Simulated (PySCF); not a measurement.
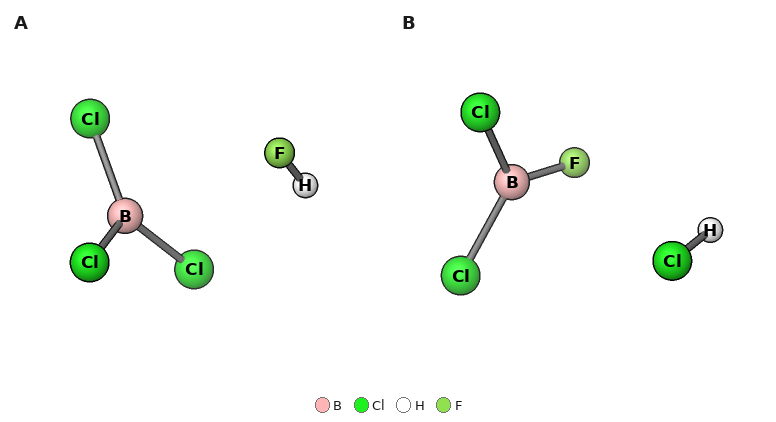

2 stationary structures of one formula. Geometries: PBE0-D4/def2-TZVP. Electronic energies: B3LYP-D4/def2-TZVPP (PySCF 2.14.0), without zero-point energy. No frequency run is at hand to confirm each as a minimum.

Question: Which structure is the most stable?

Answer: B is lowest (Cs); A lies 14.7 kcal/mol above it (Cs).

Give E(B) − E(A) in kcal/mol at these levels too: PBE-D4/def2-SVP; PBE0-D4/def2-SVP; SPW92 (LDA)/def2-TZVPP; B3LYP-D4/def2-TZVPP; B3LYP-D4/6-31G; RHF/STO-3G; RHF-CCSD(T) (frozen core)/def2-SVP; RHF-MP2 (frozen core)/def2-QZVPP.

```json
{"level": "PBE-D4/def2-SVP", "E(B) − E(A) (kcal/mol)": "−15.3"}
{"level": "PBE0-D4/def2-SVP", "E(B) − E(A) (kcal/mol)": "−14.8"}
{"level": "SPW92 (LDA)/def2-TZVPP", "E(B) − E(A) (kcal/mol)": "−12.8"}
{"level": "B3LYP-D4/def2-TZVPP", "E(B) − E(A) (kcal/mol)": "−14.7"}
{"level": "B3LYP-D4/6-31G", "E(B) − E(A) (kcal/mol)": "−16.2"}
{"level": "RHF/STO-3G", "E(B) − E(A) (kcal/mol)": "−30.1"}
{"level": "RHF-CCSD(T) (frozen core)/def2-SVP", "E(B) − E(A) (kcal/mol)": "−15.0"}
{"level": "RHF-MP2 (frozen core)/def2-QZVPP", "E(B) − E(A) (kcal/mol)": "−11.4"}
```
